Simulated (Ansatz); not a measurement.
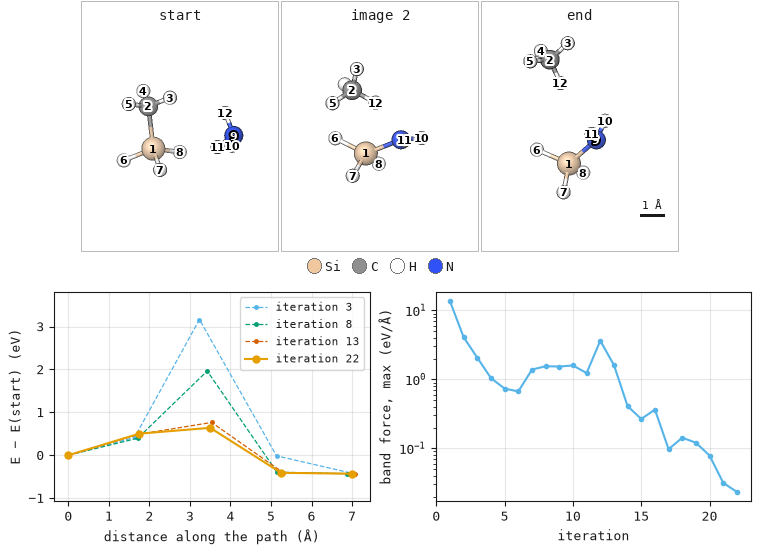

A search for the minimum-energy path of CH$_{9}$NSi, made up at the start of CH₆Si and NH3 by the nudged elastic band. Images are numbered from 0 (start) to 4 (end). The plot follows the band through its iterations. The picture is a ball-and-stick view, seen at a tilt.

Method: Ansatz 0.2.0, RKS PBE/6-31G*. Settings: 3 movable images; no climbing image; force threshold 0.03 eV/Å; iteration limit 60; starting path through a guess of the saddle point.

### Did the band converge, and can the barrier be trusted?

The run is converged, with reservations. The band converged in 22 iterations. The largest component of the band force went from 14 to 0.023 eV/Å. No image climbed, so the highest image needn't lie on the saddle point, and the true maximum along this path can be higher. So few images resolve the path coarsely. The first iteration put the highest image at 5.55 eV. Forward barrier 0.64 eV, backward barrier 1.07 eV, with image 2 at the top; the reaction energy is −0.43 eV.

Limits of the set-up: the start holds two separate molecules, 2.5 Å apart at their closest, whose relative position is a soft coordinate and is computed without a dispersion correction.

Cost: 2.5 min on 1 thread of Arm Neoverse V1, with other jobs on the host, peak memory 0.11 GiB.
